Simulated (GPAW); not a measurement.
## Calculation of the molecule and its ions of InH₂Cl

- system: InH₂Cl
- method: LDA (PW92)/sz(dzp), scalar-relativistic datasets (GPAW 26.7.0)

The geometry comes from this level: GFN2-xTB.

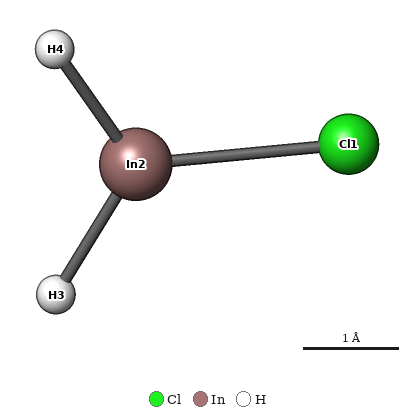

**Figure 1.** The input geometry (ball-and-stick view, seen at a tilt; atoms are numbered from 1 in the order of the input). Sticks mark near contacts.

### Input (ipea.py)
```python
from ase import Atoms
from gpaw import GPAW

mol = Atoms('ClInHH',
    positions=[[ -1.785870,   0.677770,  -0.966420],
               [  0.116460,  -0.042860,   0.061760],
               [  0.538810,  -1.701600,   0.023050],
               [  1.130600,   1.066690,   0.881610]])
mol.center(vacuum=4.5)

energies = {}
for name, charge, unpaired in [('neutral', 0, 0), ('oxidised', 1, 1)]:
    mol.set_initial_magnetic_moments([unpaired / len(mol)] * len(mol))
    calc = GPAW(mode='lcao',
                basis='sz(dzp)',
                h=0.25,
                xc='LDA',
                charge=charge,
                occupations={'name': 'fermi-dirac', 'width': 0.0, 'fixmagmom': unpaired > 0},
                maxiter=100,
                symmetry='off',
                txt=f'{name}.txt')
    mol.calc = calc
    energies[name] = mol.get_potential_energy()
    print(f'{name:10} {energies[name]:12.5f} eV')

ip = energies['oxidised'] - energies['neutral']
print(f'Vertical IP             {ip:.3f} eV')
```

Run on 1 thread of Arm Neoverse V1, 24 GiB of memory available, shared host.

Command:
```bash
python3 ipea.py
```

### The program's output
```
neutral        -8.68591 eV
oxidised        1.96867 eV
Vertical IP             10.655 eV
```

### Summary

```tsv
quantity	value
outcome	converged
ionisation energy	10.65 eV
wall time	7.4 s
peak memory	0.45 GiB
```

On so coarse a grid the energy depends on the position of the molecule, which gives spurious forces.
